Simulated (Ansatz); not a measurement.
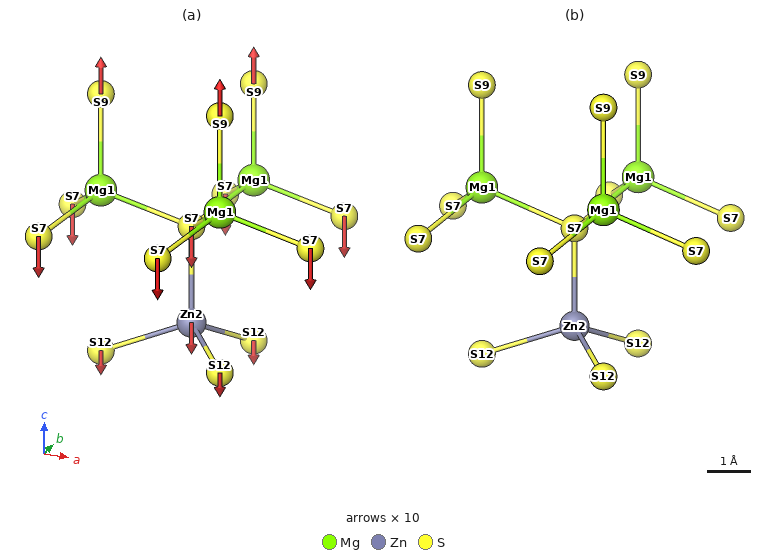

The structure of solid MgZn$_{5}$S$_{6}$ (a generated structure, set up in P3m1) (coarse preliminary run) before (left) and after (right) a relaxation, at one scale. The red arrows give the displacements (the part carried along by the change of the cell is left out), magnified 10 times.

The picture is a ball-and-stick view of the atoms within 4.2 Å of the atom that moves most (axes of the cell of the calculation), seen slightly off an axis.

All numbers below come from DFT PBE, scalar-relativistic, plane waves, PAW (Ansatz).

The input:
```yaml
crystal:
  lattice:
    - [3.79428479, 0.0, 0.0]
    - [-1.89714239, 3.28594701, 0.0]
    - [0.0, 0.0, 18.60312996]
  atoms:
    - { symbol: Mg, position: [0.33333333, 0.66666667, 0.16666999] }
    - { symbol: Zn, position: [0.0, 0.0, 0.0] }
    - { symbol: Zn, position: [0.0, 0.0, 0.5] }
    - { symbol: Zn, position: [0.66666667, 0.33333333, 0.66666999] }
    - { symbol: Zn, position: [0.66666667, 0.33333333, 0.33333001] }
    - { symbol: Zn, position: [0.33333333, 0.66666667, 0.83333001] }
    - { symbol: S, position: [0.0, 0.0, 0.125] }
    - { symbol: S, position: [0.0, 0.0, 0.625] }
    - { symbol: S, position: [0.33333333, 0.66666667, 0.29166999] }
    - { symbol: S, position: [0.66666667, 0.33333333, 0.79166999] }
    - { symbol: S, position: [0.66666667, 0.33333333, 0.45833001] }
    - { symbol: S, position: [0.33333333, 0.66666667, 0.95833001] }
basis:
  ecutwfc: 420
kpoints:
  mp_grid: { grid: [6, 6, 1] }
hamiltonian:
  xc: pbe
scf:
  occupations: { method: gaussian, width: 0.1 }
  lower_state_search: "off"
output:
  forces: true
  stress: true
  eigenvalues: true
relax:
  adjacent_minimum: "off"
  f_tol: 0.04
  max_steps: 70
  cell: { stress_tol: 0.4 }
```

Run as
```bash
ansatz run input.yaml --threads 4 --pin off --max-ram 8192MiB --backend cpu --events-out ev --progress --plain --runs-dir out
```

Summarise the run.

S7 moves most relative to the cell: 0.10 Å along −c. By element the largest moves are S 0.10 Å, Zn 0.08 Å. Mg stays in place. Cell: a = b 3.794 → 3.877 Å (+2.2 %), c 18.603 → 19.028 Å (+2.3 %). Volume +6.8 %. Some distances before and after: Mg1–S9 2.325 → 2.471 Å, Mg1–S7 2.324 → 2.410 Å, Zn2–S12 2.324 → 2.369 Å, Zn2–S7 2.325 → 2.355 Å. Among the angles between lasting bonds that change: S7–Mg1–S7 109.5° → 107.1°, Mg1–S7–Mg1 109.5° → 107.1°, Mg1–S7–Zn2 109.5° → 111.7°. The space group stays P3m1 (No. 156). Over 3 accepted moves (4 points after the start) the energy falls by 0.302 eV per cell of the calculation. Largest force component: 0.76 eV/Å at the start, 0.0097 eV/Å at the end. The pressure goes from 5.11 to 0.01 GPa. The SCF was repeated once at an unchanged geometry on a basis and grid sized afresh for the cell, which shifted the energy by 5.7 meV per cell of the calculation at most.
